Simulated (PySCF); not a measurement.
```yaml
atoms:
  - { symbol: Si, position_ang: [-0.2399, 1.3479, 1.1564] }
  - { symbol: C, position_ang: [-0.4389, 0.0404, -0.2162] }
  - { symbol: Si, position_ang: [-1.7690, -1.2715, 0.1743] }
  - { symbol: C, position_ang: [0.9112, -0.6439, -0.5385] }
  - { symbol: B, position_ang: [1.9911, 0.3841, -1.0789] }
  - { symbol: Cl, position_ang: [1.6678, 1.3323, -2.4771] }
  - { symbol: Cl, position_ang: [3.4971, 0.6143, -0.2817] }
  - { symbol: H, position_ang: [0.2601, 0.6980, 2.3696] }
  - { symbol: H, position_ang: [-1.5383, 1.9727, 1.4077] }
  - { symbol: H, position_ang: [0.7151, 2.3775, 0.7345] }
  - { symbol: H, position_ang: [-0.7627, 0.5685, -1.1189] }
  - { symbol: H, position_ang: [-1.8831, -2.1809, -0.9712] }
  - { symbol: H, position_ang: [-1.3645, -2.0358, 1.3560] }
  - { symbol: H, position_ang: [-3.0528, -0.6133, 0.4130] }
  - { symbol: H, position_ang: [1.2676, -1.1635, 0.3535] }
  - { symbol: H, position_ang: [0.7316, -1.4177, -1.2939] }
```

Geometry: GFN2-xTB.

All numbers below come from B3LYP/def2-SVPD, SCF density, gas phase in PySCF 2.14.0.

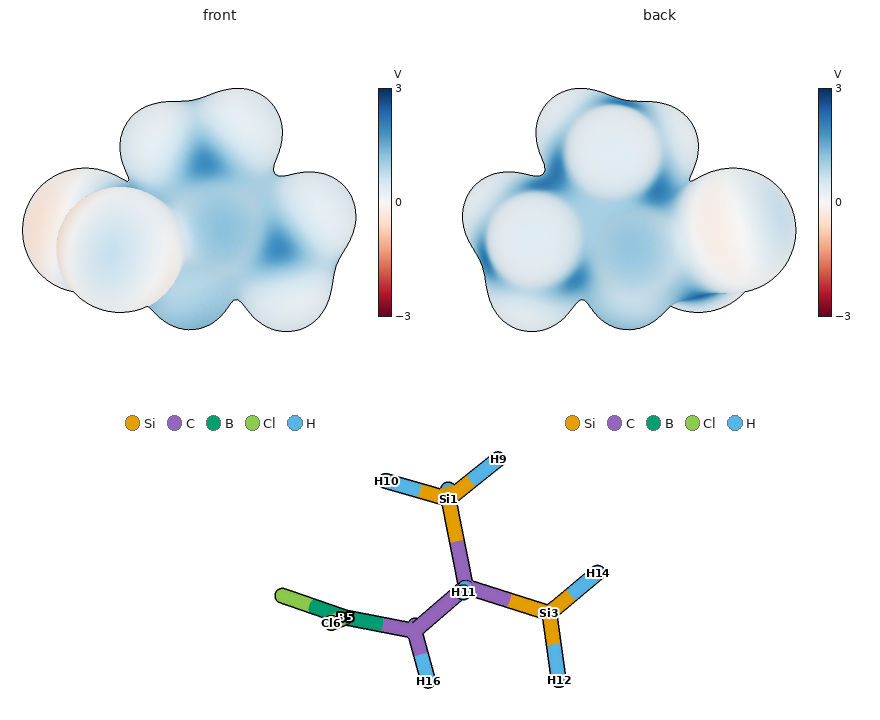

C$_{2}$H$_{9}$BCl$_{2}$Si$_{2}$ (SMILES [SiH3]C([SiH3])CB(Cl)Cl). The electrostatic potential painted on the density surface at 0.004 e/bohr³, seen from the front and from behind; the colour scale runs from red (negative) to blue (positive). The bare structure is drawn below in the same view.

Q: Where is the surface potential most negative and most positive?

A: The most negative region (about −0.3 V) lies over Cl6 and Cl7, the most positive (about +2.1 V) over Si1, Si3 and B5. Cl6 shows a σ-hole: about +0.7 V at the tip opposite its bond, against about 0.0 V on its flanks. Cl7 shows a σ-hole: about +0.6 V at the tip opposite its bond, against about −0.1 V on its flanks.

Q: What dipole moment does the calculation give?

A: Its dipole moment is 0.91 D.
